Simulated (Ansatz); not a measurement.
# AlSn (P-6m2): supercell folding check

A script is to give a supercell folding check; the system is AlSn (P-6m2).

Program: the Python package of Ansatz 0.2.0. Level of theory: DFT LDA, plane waves, PAW. These are calculated values, not measurements.

## (1) Starting point

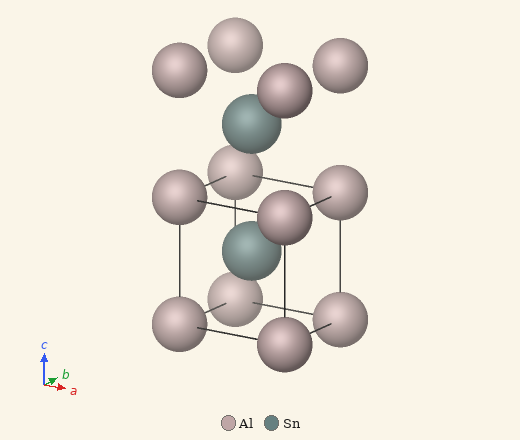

The starting structure, viewed slightly off an axis; aluminium light grey, tin teal. 1×1×2 cells are drawn. Atoms on cell faces are repeated.

The script holds or builds the structure itself.

## (2) Script

Contents of alsn.py:

```python
'''Band folding check for AlSn.'''

import ansatz
from tabulate import tabulate


def main() -> None:
    structure = (
        ansatz.Lattice.of((4.198106, 0.0, 0.0), (-2.099053, 3.635666, 0.0), (0.0, 0.0, 3.306847))
        .atom('Al', (0.0, 0.0, 0.0))
        .atom('Sn', (1 / 3, 2 / 3, 0.5))
    )

    # the mesh shrinks as the cell grows, so that all cells sample the same points
    mesh = (4, 4, 6)
    rows = []
    for repeats in [(1, 1, 1), (1, 1, 2)]:
        calculation = (
            structure.supercell(*repeats).calculation()
            .occupations('cold', width=0.15)
            .functional('lda')
            .kpoints(*(k // n for k, n in zip(mesh, repeats)))
        )
        r = calculation.run(threads=1, pin='off').report
        n = len(r['lattice']['sites'])
        rows.append((repeats, n, r['free_energy_ev'] / n, r['fermi_energy_ev'], r['n_kpoints'], r['n_symmetry_ops']))
    print(tabulate(rows, headers=['repeats', 'atoms', 'F/atom eV', 'Fermi level eV', 'k-points', 'symmetry operations'], floatfmt='.4f', tablefmt='simple'))


if __name__ == '__main__':
    main()
```

## (3) The calls as engine input

The engine receives this input (first run):

```yaml
crystal:
  lattice:
    - [4.198106, 0.0, 0.0]
    - [-2.099053, 3.635666, 0.0]
    - [0.0, 0.0, 3.306847]
  atoms:
    - { symbol: Al, position: [0.0, 0.0, 0.0] }
    - { symbol: Sn, position: [0.3333333333333333, 0.6666666666666666, 0.5] }
kpoints:
  mp_grid:
    grid: [4, 4, 6]
hamiltonian:
  xc: lda
scf:
  occupations:
    method: cold
    width: 0.15
```

## (4) The run

Run with:

```
$ python alsn.py
```

The program printed:

```text
DeckWarning: basis.ecutwfc = 420 eV, auto-derived from the records' recommended cutoffs: set by Al (normal level)
repeats      atoms    F/atom eV    Fermi level eV    k-points    symmetry operations
---------  -------  -----------  ----------------  ----------  ---------------------
(1, 1, 1)        2   -3195.9242            7.7674          16                     12
(1, 1, 2)        4   -3195.9242            7.7674           8                     24
```

(Warnings from the package without file and line.)

Wall time 2.7 s (1 thread of Arm Neoverse V2, shared host); peak memory 0.35 GiB.

## (5) Inputs of later runs

The engine's inputs for the other runs:

Run 2, against run 1:

```diff
@@ -8,0 +9 @@
+  supercell: [1, 1, 2]
@@ -11 +12 @@
-    grid: [4, 4, 6]
+    grid: [4, 4, 3]
```

## (6) What the script built

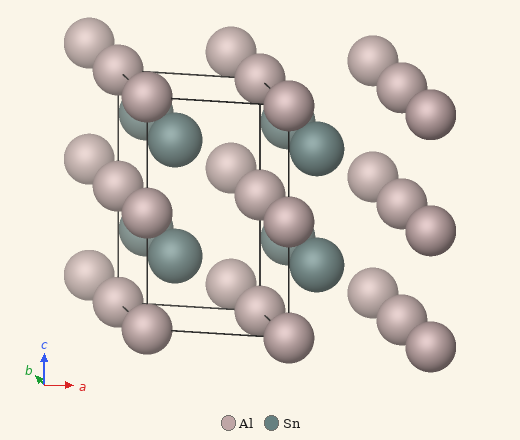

The cell of run 2 as the script built it (4 atoms; aluminium light grey, tin teal).

Lines on the test bed's own set-up are left out of the output.

## (7) The runs side by side

The 2 runs, in the order started:

```csv
run,system,k mesh,energy from run 2 (meV/atom),SCF cycles,CPU time (s)
1,AlSn (2 atoms),"[4, 4, 6]",0.00,6,0.81
2,AlSn (4 atoms),"[4, 4, 3]",0.00,8,1.3
```

Energies are free energies F = E - TS of the smeared occupations. 

## (8) Results

```
                   quantity      value
              runs compared          2
largest difference per atom  0.000 meV
```

In words: Cells and meshes that sample the same points give the same energy per atom. Caveats:
- For a metal this k-point mesh is coarse: on a finer one energies can move by several to tens of meV an atom and pressures by half a GPa or more, differences at one mesh by less.
- The structure comes from a database of computed cells and needn't be a stable or known phase.
- The count of operations in a supercell holds its pure translations too, and an uneven repeat can lower the point group.
